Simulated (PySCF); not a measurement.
**Run report: Zr, atomic calculation**

Zr, configuration 1s2 2s2 2p6 3s2 3p6 3d10 4s2 4p6 4d4, multiplicity 5. Computed at this level: unrestricted PBE0, dyall-av2z, non-relativistic, point nucleus (PySCF).

**Results in brief**

| quantity | value |
| --- | --- |
| outcome | converged |
| total energy | −3540.5559 hartree |
| kinetic energy | 3538.8018 hartree |
| ⟨S²⟩ | 6.002 |
| ⟨L²⟩ | 6.01 |
| SCF iterations | 17 |
| hardware | 1 CPU thread, shared host |
| CPU time | 12 s (integrals apart) |

**Notes**

Relativity is left out, which matters for an atom this heavy. This is not the ground configuration of the species.

**Input**
```python
from pyscf import gto, scf, dft, mp, cc
import basis_set_exchange as bse
mol = gto.M(atom="Zr 0 0 0", charge=0, spin=4, symmetry="D2h",
            basis=gto.basis.parse(bse.get_basis("dyall-av2z", elements=["Zr"], fmt="nwchem")))
mf = dft.UKS(mol, xc="PBE0")
mf.irrep_nelec = {'Ag': (7, 6), 'B1g': (2, 1), 'B2g': (2, 1), 'B3g': (2, 1), 'B1u': (3, 3), 'B2u': (3, 3), 'B3u': (3, 3)}
mf.kernel()
```

The script is an equivalent of what the driver set up; the driver started from orbitals of its own, so the log can be shorter than this script's would be, and it computed the properties (radii, ⟨L²⟩, response) afterwards. It held the occupations shell by shell, which the script's counts by irreducible representation don't always enforce.

**Output (extracts)**
```
damping factor = 0
level_shift factor = 0
DIIS = <class 'pyscf.scf.diis.CDIIS'>
diis_start_cycle = 1
diis_space = 10
diis_damp = 0
SCF conv_tol = 1e-09
SCF conv_tol_grad = None
number electrons alpha = 22  beta = 18
XC functionals = PBE0
    C. Adamo and V. Barone.,  J. Chem. Phys. 110, 6158 (1999)
    M. Ernzerhof and G. E. Scuseria.,  J. Chem. Phys. 110, 5029 (1999)
cycle= 1 E= -3540.57333506903  delta_E= -0.0318  |g|= 0.0582  |ddm|= 0.551
cycle= 2 E= -3540.57166453849  delta_E= 0.00167  |g|= 0.0786  |ddm|= 0.852
cycle= 3 E= -3540.55599965763  delta_E= 0.0157  |g|= 0.0488  |ddm|= 0.388
cycle= 4 E= -3540.56003776034  delta_E= -0.00404  |g|= 0.0277  |ddm|= 0.109
cycle= 5 E= -3540.55572769279  delta_E= 0.00431  |g|= 0.0203  |ddm|= 0.227
cycle= 6 E= -3540.55609679942  delta_E= -0.000369  |g|= 0.00677  |ddm|= 0.0327
cycle= 7 E= -3540.57736985251  delta_E= -0.0213  |g|= 0.0761  |ddm|= 0.656
cycle= 8 E= -3540.55983054435  delta_E= 0.0175  |g|= 0.0216  |ddm|= 0.419
cycle= 9 E= -3540.55595165032  delta_E= 0.00388  |g|= 0.00228  |ddm|= 0.25
cycle= 10 E= -3540.55619464917  delta_E= -0.000243  |g|= 0.00497  |ddm|= 0.0704
cycle= 11 E= -3540.55622709412  delta_E= -3.24e-05  |g|= 0.00515  |ddm|= 0.122
cycle= 12 E= -3540.55599269513  delta_E= 0.000234  |g|= 0.00211  |ddm|= 0.0888
cycle= 13 E= -3540.55594734743  delta_E= 4.53e-05  |g|= 0.000289  |ddm|= 0.0221
cycle= 14 E= -3540.55594650408  delta_E= 8.43e-07  |g|= 5.32e-05  |ddm|= 0.00288
cycle= 15 E= -3540.55594647618  delta_E= 2.79e-08  |g|= 1.23e-05  |ddm|= 0.000798
cycle= 16 E= -3540.55594647486  delta_E= 1.32e-09  |g|= 5.01e-06  |ddm|= 8.89e-05
cycle= 17 E= -3540.55594647468  delta_E= 1.78e-10  |g|= 2.89e-06  |ddm|= 2.57e-05
converged SCF energy = -3540.55594647468  <S^2> = 6.0015032  2S+1 = 5.0006013
```

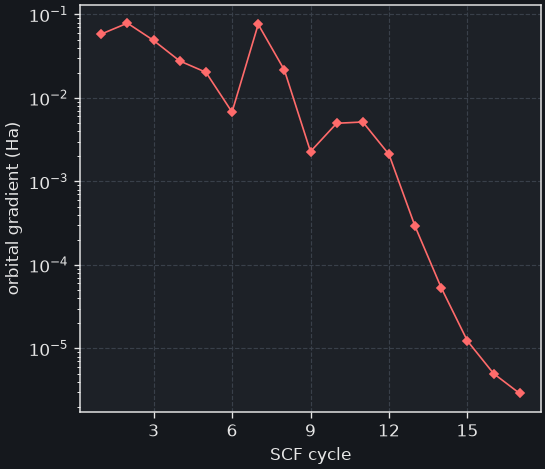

Convergence: orbital gradient against the SCF cycle. The residual falls unevenly and jumps up by a factor of two or more twice on the way down. It goes from 0.058 to 2.9×10⁻⁶ in 17 steps.

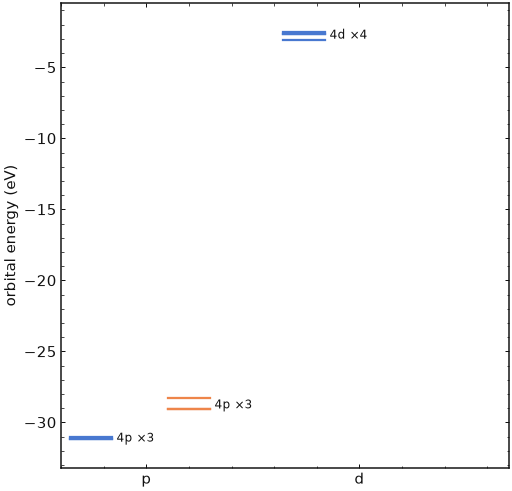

Orbital energies of the mean field, from the top down to −31.2 eV, by angular momentum, α spin at the left of each column and β at the right; ×n counts the orbitals under one label. Empty levels that the record names by l alone aren't drawn. The highest filled orbital is 4d α at −2.49 eV, the lowest empty one s α at −2.50 eV.
